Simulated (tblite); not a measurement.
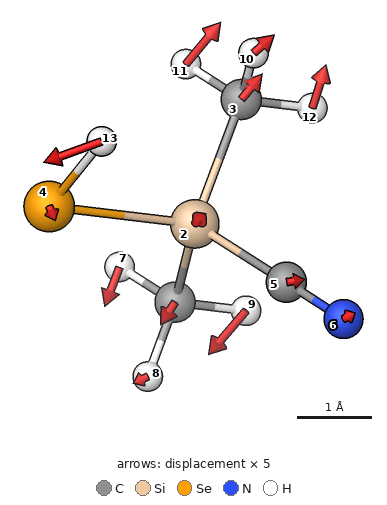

This is a relaxation of C3H7NSeSi. The starting structure is drawn; red arrows show the displacements, 5 times their true length. The two geometries are superimposed by the best rigid fit.

A ball-and-stick model, seen from a free direction.

These are results of GFN2-xTB geometry optimisation, gas phase in tblite, not measurements. 

What did the optimiser do to the structure, and how much energy did it gain?

Answer. An H atom moves most after the best rigid fit: 0.17 Å. Largest moves by element: H 0.17 Å, C 0.09 Å, Si 0.06 Å, Se 0.05 Å, N 0.04 Å. Near-neighbour distances that change, for instance: H–Se 1.546 → 1.434 Å, C–Si 1.850 → 1.897 Å, C–Si 1.833 → 1.878 Å, Se–Si 2.283 → 2.319 Å. Bond angles that change, for instance: Si–Se–H 89.9° → 95.0°, C–Si–C 110.2° → 115.2°, C–Si–Se 109.5° → 106.7°. The energy falls by 6.17 kcal/mol in 44 geometry steps.
